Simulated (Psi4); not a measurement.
# [OF2]+ (SMILES F[O+]F) at U-wB97X/cc-pVTZ

What is the vertical doublet–quartet gap of [OF2]+ at U-wB97X/cc-pVTZ? 

The calculation is run with Psi4 1.11.

2 further runs of the same task are left out: 2 set aside as unsound or not needed. Runs told in other sessions of the task aren't counted.

### Step 1. The system as given

[OF2]+: 3 atoms, total charge +1, spin state doublet. SMILES: `F[O+]F`. The coordinates come from a PBE0-D4/def2-TZVP relaxation.

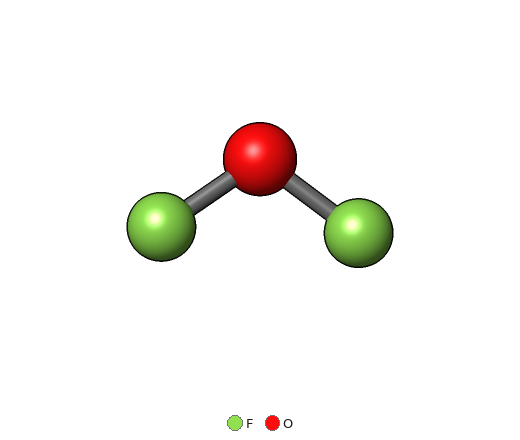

The structure, seen from a chosen angle (fluorine green, oxygen red).

### Step 2. Energy and forces at U-wB97X/cc-pVTZ

Contents of input.in:

```
memory 2200 mb

molecule {
  1 2
  F      1.73892598    -0.58394427     0.89461524
  O      0.00120942     0.95470854     0.10520105
  F     -1.74013540    -0.37074537    -0.99983520
  units bohr
  symmetry c1
}

set basis cc-pVTZ
set reference uks
set puream true
set e_convergence 1e-09
set d_convergence 1e-08
set scf_type pk
set dft_radial_points 99
set dft_spherical_points 590
set maxiter 100

e, wfn = gradient("wb97x", return_wfn=True)
oeprop(wfn, "WIBERG_LOWDIN_INDICES", "LOWDIN_CHARGES", "MAYER_INDICES", title="WB97X")
```

Run with:

```console
$ psi4 input.in input.out -n 1
```

input.out, shortened:

```text
[...]
  Running in c1 symmetry.
[...]
  Nuclear repulsion =   79.155290790406781
[...]
  Multiplicity = 2
[...]
  Nalpha       = 13
  Nbeta        = 12
[...]
    Number of basis functions: 90
[...]
   @UKS iter   1:  -274.07457120050475    3.90108e-01   7.29832e-03 ADIIS/DIIS
[...]
   @UKS iter  14:  -274.23037756064633   -3.97904e-12   5.64104e-09 DIIS
[...]
   @S^2 Observed:                7.533972626E-01
[...]
    Orbital Energies [Eh]
    ---------------------
    Alpha Occupied:
       1A    -25.253785     2A    -25.253781     3A    -19.921465
       4A     -1.972961     5A     -1.800690     6A     -1.469998
       7A     -1.173653     8A     -1.146713     9A     -1.126898
      10A     -0.991303    11A     -0.947730    12A     -0.945020
      13A     -0.878923
    Alpha Virtual:
      14A     -0.323826    15A     -0.274436    16A      0.301156
      17A      0.312020    18A      0.314477    19A      0.442297
      20A      0.489880    21A      0.518863    22A      0.551081
      23A      0.565847    24A      0.575550    25A      0.680773
[...]
  @UKS Final Energy:  -274.23037756064633
   => Energetics <=
    Nuclear Repulsion Energy =             79.1552907904067808
    One-Electron Energy =                -527.9684599835687777
    Two-Electron Energy =                 195.6461623728012569
    DFT Exchange-Correlation Energy =     -21.0633707402855705
    Empirical Dispersion Energy =           0.0000000000000000
    VV10 Nonlocal Energy =                  0.0000000000000000
    Total Energy =                       -274.2303775606463319
  UHF NO Occupations:
  HONO-2 :   11  A 1.9995840
  HONO-1 :   12  A 1.9993728
[...]
 Multipole Moments:
 ------------------------------------------------------------------------------------
     Multipole            Electronic (a.u.)      Nuclear  (a.u.)        Total (a.u.)
 ------------------------------------------------------------------------------------
 L = 1.  Multiply by 2.5417464519 to convert [e a0] to [Debye]
 Dipole X            :         -0.0110173            0.0231422            0.0121249
 Dipole Y            :         -0.2036036            0.4280823            0.2244787
 Dipole Z            :         -0.0000000            0.0000000           -0.0000000
 Magnitude           :                                                    0.2248059
[...]
  -Total Gradient:
     Atom            X                  Y                   Z
    ------   -----------------  -----------------  -----------------
       1        0.000582885297     0.000841068278     0.000000000000
       2       -0.000098082596    -0.001742768156    -0.000000000000
       3       -0.000484808973     0.000901601664     0.000000000000
[...]
```

Wall time 42 s (1 thread of AMD EPYC 7R43 (Zen 3), shared host); peak memory 0.79 GiB.

### Step 3. The quartet: a single-point energy at U-wB97X/cc-pVTZ

Contents of f2o.py:

```python
import psi4

psi4.set_memory('2200 MB')
psi4.set_num_threads(1)
psi4.set_output_file('run.log', False)

mol = psi4.geometry("""
1 4
F      0.920200    -0.309010     0.473410
O      0.000640     0.505210     0.055670
F     -0.920840    -0.196190    -0.529090
units angstrom
symmetry c1
""")

options = {'basis': 'cc-pVTZ', 'reference': 'uks', 'puream': True, 'e_convergence': 1e-09, 'd_convergence': 1e-08, 'scf_type': 'pk', 'dft_radial_points': 99, 'dft_spherical_points': 590, 'maxiter': 100}
psi4.set_options(options)

e_tot = psi4.energy('wb97x', molecule=mol)
print('E =', round(e_tot, 9))
```

Run with:

```console
$ python f2o.py
```

run.log, shortened:

```text
[...]
  Running in c1 symmetry.
[...]
  Nuclear repulsion =   79.155290775448890
[...]
  Multiplicity = 4
[...]
  Nalpha       = 14
  Nbeta        = 11
[...]
    Number of basis functions: 90
[...]
   @UKS iter   1:  -273.85796149409271    6.06718e-01   5.21155e-03 ADIIS/DIIS
[...]
   @UKS iter  18:  -273.95145828315128   -1.93268e-12   7.79302e-09 DIIS
[...]
   @S^2 Observed:                3.769312951E+00
[...]
    Orbital Energies [Eh]
    ---------------------
    Alpha Occupied:
       1A    -25.238794     2A    -25.238764     3A    -19.848143
       4A     -1.961874     5A     -1.809664     6A     -1.488391
       7A     -1.194804     8A     -1.152496     9A     -1.133409
      10A     -0.991585    11A     -0.989282    12A     -0.973222
      13A     -0.875026    14A     -0.645517
    Alpha Virtual:
      15A     -0.294891    16A      0.295199    17A      0.296073
      18A      0.319619    19A      0.437894    20A      0.485141
      21A      0.511112    22A      0.553085    23A      0.566599
      24A      0.578501    25A      0.675683    26A      1.019495
[...]
  @UKS Final Energy:  -273.95145828315128
   => Energetics <=
    Nuclear Repulsion Energy =             79.1552907754488899
    One-Electron Energy =                -528.2013767302623819
    Two-Electron Energy =                 196.2411455458601495
    DFT Exchange-Correlation Energy =     -21.1465178741979365
    Empirical Dispersion Energy =           0.0000000000000000
    VV10 Nonlocal Energy =                  0.0000000000000000
    Total Energy =                       -273.9514582831512826
  UHF NO Occupations:
  HONO-2 :   12  A 1.0000000
  HONO-1 :   13  A 1.0000000
[...]
 Multipole Moments:
 ------------------------------------------------------------------------------------
     Multipole            Electronic (a.u.)      Nuclear  (a.u.)        Total (a.u.)
 ------------------------------------------------------------------------------------
 L = 1.  Multiply by 2.5417464519 to convert [e a0] to [Debye]
 Dipole X            :         -0.0096361            0.0231422            0.0135062
 Dipole Y            :         -0.1765354            0.4280823            0.2515469
 Dipole Z            :          0.0000000            0.0000000            0.0000000
 Magnitude           :                                                    0.2519092
[...]
```

Standard output:

```text
E = -273.951458283
```

Run time: 29 s. Hardware: 1 thread of AMD EPYC 7R43 (Zen 3), shared host; peak memory 0.79 GiB.

### Step 4. Summary of results

Level: U-wB97X/cc-pVTZ.

| quantity | value |
| --- | --- |
| doublet: total energy | -274.23038 Eh |
| doublet: HOMO energy (highest over α and β) | -23.92 eV |
| doublet: LUMO energy (lowest over α and β) | -13.51 eV |
| doublet: ⟨S²⟩ | 0.753 |
| doublet: largest force on an atom | 0.090 eV/Å |
| quartet: total energy | -273.95146 Eh |
| quartet: HOMO energy (highest over α and β) | -17.57 eV |
| quartet: LUMO energy (lowest over α and β) | -16.20 eV |
| quartet: ⟨S²⟩ | 3.769 |
| vertical energy of the quartet above the doublet | 7.590 eV |

**Reading.** At this shape the quartet lies 7.59 eV (732 kJ/mol) above the doublet.
